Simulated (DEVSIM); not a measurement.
Structure: Ru/Si3N4/p-Ge capacitor, at 400 K.

```tsv
layer (left to right)	material	thickness (nm)	Na (cm⁻³)
1	Si3N4	22.0	-
2	Ge	890	4.5e17
```

Metal gate on the left, work function 4.7 eV. Fixed charge at the semiconductor interface 0 cm⁻² (in units of +e); no interface traps.

The device is made up for the run: typed textbook-type constants, with dimensions and the other settings drawn at random. Values at 300 K; Nc and Nv go as T^1.5, mobilities as T to minus their exponent, the gap by Varshni's rule with the affinity fixed.

```csv
parameter,Si3N4,Ge
gap (eV),5.1,0.664
affinity (eV),2.1,4
permittivity,7.5,16
Nc (cm⁻³),-,1.04e19
Nv (cm⁻³),-,6e18
Varshni α (eV/K),-,0.000477
Varshni β (K),-,235
```

DEVSIM, 1D Poisson equation in equilibrium, Boltzmann statistics, complete ionisation; no quantum confinement or tunnelling. Metal contacts follow the ideal Schottky-Mott rule: no Fermi-level pinning, no interface dipoles.

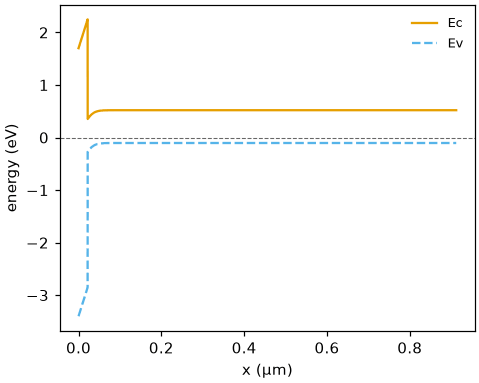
*Band edges at 0.9 V on the gate*

Energies count from the Fermi level of the right contact; mesh points crowd at the junctions.

```
x (μm)    Ec (eV)  Ev (eV)  n (cm⁻³)  p (cm⁻³)  field (V/cm)
--------  -------  -------  --------  --------  ------------
0.000       1.700   -3.400     < 1e2     < 1e2        250000
0.001231    1.731   -3.369     < 1e2     < 1e2        250000
0.003628    1.791   -3.309     < 1e2     < 1e2        250000
0.008005    1.900   -3.200     < 1e2     < 1e2        250000
0.01658     2.115   -2.985     < 1e2     < 1e2        250000
0.01974     2.194   -2.906     < 1e2     < 1e2        250000
0.02147     2.237   -2.862     < 1e2     < 1e2        250000
0.02290     0.361   -0.263    4.5e14    4.5e15        110000
0.02518     0.385   -0.239    2.2e14    9.1e15        100000
0.02999     0.428   -0.196    6.4e13    3.2e16         78000
0.04009     0.485   -0.139    1.2e13    1.6e17         37000
0.07215     0.519   -0.105    4.6e12    4.4e17          1000
0.1288      0.520   -0.104    4.5e12    4.5e17           ≈ 0
0.2480      0.520   -0.104    4.5e12    4.5e17           ≈ 0
0.5841      0.520   -0.104    4.5e12    4.5e17           ≈ 0
0.7514      0.520   -0.104    4.5e12    4.5e17           ≈ 0
0.8363      0.520   -0.104    4.5e12    4.5e17           ≈ 0
0.8766      0.520   -0.104    4.5e12    4.5e17           ≈ 0
0.8994      0.520   -0.104    4.5e12    4.5e17           ≈ 0
0.9066      0.520   -0.104    4.5e12    4.5e17           ≈ 0
0.9101      0.520   -0.104    4.5e12    4.5e17           ≈ 0
0.9120      0.520   -0.104    4.5e12    4.5e17           ≈ 0
```
